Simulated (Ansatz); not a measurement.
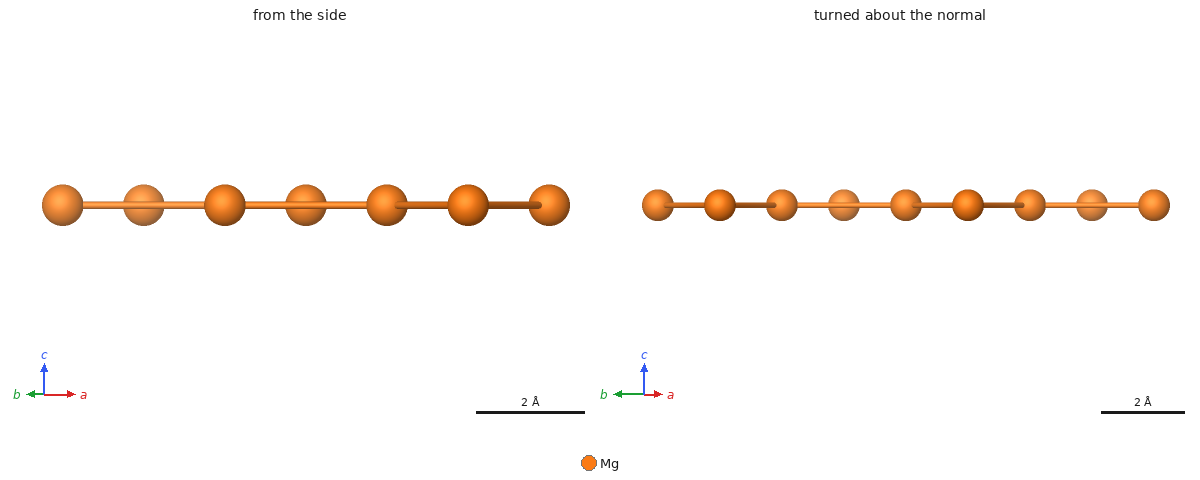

A ball-and-stick picture of a periodic sheet, seen from the side and turned about the normal. The surface normal points up in side views; the vacuum is left out. 1×2 cells are drawn in the plane, with atoms at the edges repeated.

The cell holds 3 Mg.

What height do the atoms span?

About 0.0 Å from the lowest to the highest atom.

What bonds hold it together?

The neighbours of Mg are four Mg at about 3.0 Å. The bonds build Mg layers parallel to the surface.

The structure was taken from a structure type filled with this element by a generator (whether the element takes this form wasn't checked). The geometry was optimised with DFT PBE, scalar-relativistic, plane waves, PAW (Ansatz).
